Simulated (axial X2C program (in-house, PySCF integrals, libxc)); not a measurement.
# ClMoCl: bond lengths and stretches, held linear

How do method and spin–orbit coupling move the bonds and stretches of ClMoCl, held linear?

The runs use an in-house X2C program for linear molecules on PySCF integrals; all-electron X2C, two-component (2c) or spin-free, Cl dyall-av3z, Mo dyall-v3z.

All values are calculated.

2 further runs of the same task are left out: 2 set aside as unsound or not needed.

## (1) The job

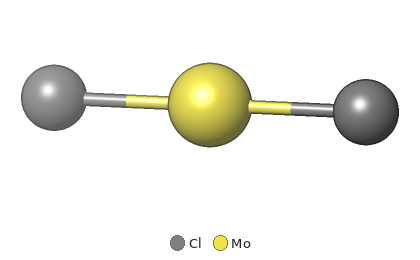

The atoms on one line, bonds 2.370 and 2.370 Å (chlorine grey, molybdenum yellow).

File task.json:

```json
{
 "zs": [
  17,
  42,
  17
 ],
 "q": 0,
 "bas": [
  "dyall-av3z",
  "dyall-v3z",
  "dyall-av3z"
 ],
 "r0": [
  2.37,
  2.37
 ],
 "symm": 1,
 "scan": [
  "PBE0",
  "HF",
  "TPSSh"
 ],
 "levels": [
  "PBE0",
  "HF",
  "LDA"
 ],
 "nst": 2
}
```

Keys: zs atomic numbers; q charge; bas basis sets; r0 starting distance in Å; symm equal bonds; scan levels of the two-bond scan (MP2 follows by itself at each HF point); levels methods; nst determinants followed.

On the command line:

```bash
$ python solin.py task.json out
```

Masses Cl 34.969, Mo 97.905, Cl 34.969 u.

## (2) Scan at PBE0, 2c

State: Ω = 1 (beyond evenly filled blocks: ω = -3/2, ω = 5/2). Energies above the lowest point, from the job's result record:

```tsv
r(Cl–Mo) (Å)	r(Mo–Cl) (Å)	E (meV)
2.2308	2.2308	51.05
2.2308	2.2880	22.79
2.2308	2.3452	42.51
2.2880	2.2308	22.79
2.2880	2.2880	0.00
2.2880	2.3452	24.56
2.2880	2.4024	86.16
2.3452	2.2308	42.51
2.3452	2.2880	24.56
2.3452	2.3452	53.42
2.4024	2.2880	86.16
2.4024	2.4024	187.58
```

A quadratic surface with cubic terms in each bond gives the minimum at 2.285 and 2.285 Å, force constants 2.32, 2.32 and coupling 0.21 mdyn/Å.

## (3) Scan at HF, 2c

State: Ω = 1 (beyond evenly filled blocks: ω = -3/2, ω = 5/2). Energies above the lowest point, from the job's result record:

```tsv
r(Cl–Mo) (Å)	r(Mo–Cl) (Å)	E (meV)
2.2308	2.2308	265.36
2.2308	2.2880	166.54
2.2308	2.3452	124.13
2.2880	2.2308	166.54
2.2880	2.2880	72.56
2.2880	2.3452	34.41
2.2880	2.4024	40.87
2.3452	2.2308	124.13
2.3452	2.2880	34.41
2.3452	2.3452	0.00
2.4024	2.2880	40.87
2.4024	2.4024	22.42
```

A quadratic surface with cubic terms in each bond gives the minimum at 2.358 and 2.358 Å, force constants 2.06, 2.06 and coupling 0.18 mdyn/Å.

## (4) Scan at TPSSh, 2c

State: Ω = 1 (beyond evenly filled blocks: ω = -3/2, ω = 5/2). Energies above the lowest point, from the job's result record:

```tsv
r(Cl–Mo) (Å)	r(Mo–Cl) (Å)	E (meV)
2.2308	2.2308	64.52
2.2308	2.2880	29.56
2.2308	2.3452	43.12
2.2880	2.2308	29.56
2.2880	2.2880	0.00
2.2880	2.3452	18.33
2.2880	2.4024	74.13
2.3452	2.2308	43.12
2.3452	2.2880	18.33
2.3452	2.3452	40.87
2.4024	2.2880	74.13
2.4024	2.4024	163.16
```

A quadratic surface with cubic terms in each bond gives the minimum at 2.293 and 2.293 Å, force constants 2.29, 2.29 and coupling 0.21 mdyn/Å.

## (5) Comparison

| level | r(Cl–Mo) (Å) | r(Mo–Cl) (Å) | lower stretch (cm⁻¹) | upper stretch (cm⁻¹) |
| --- | --- | --- | --- | --- |
| PBE0, 2c | 2.285 | 2.285 | 350.8 | 419.4 |
| HF, 2c | 2.358 | 2.358 | 329.9 | 394.8 |
| TPSSh, 2c | 2.293 | 2.293 | 348.0 | 416.1 |
| MP2, 2c | 2.271 | 2.271 | 358.5 | 426.5 |
| PBE0, spin-free | 2.285 | 2.285 | 351.0 | 419.7 |
| HF, spin-free | 2.358 | 2.358 | 330.0 | 395.1 |
| TPSSh, spin-free | 2.292 | 2.292 | 348.1 | 416.4 |
| MP2, spin-free | 2.271 | 2.271 | 358.7 | 426.8 |

Scans not shown above were run alike.

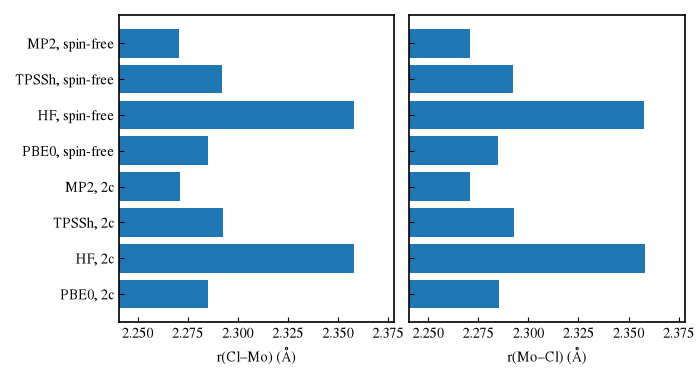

The two bond lengths by level.

**Reading.** Over the levels the Cl–Mo bond spans 2.271 to 2.358 Å and the Mo–Cl bond 2.271 to 2.358 Å. At PBE0 spin–orbit coupling leaves both bonds unchanged to 0.001 Å. Each state is one determinant, the lowest of a limited PBE0 search; the stretches come from a fit to few points and are good to some per cent at best. MP2 freezes inner shells (threshold -2 hartree). The molecule was held linear; bending was not examined, so a bent shape may lie lower. Open-shell Ω = 0 determinants with evenly filled partner blocks cannot be reached by this program, so the Ω shown need not be the lowest component. Note: functional without a current term on a determinant with orbital currents, of the molecule or an atom. Note: several unpaired electrons, one determinant need not be a pure state.
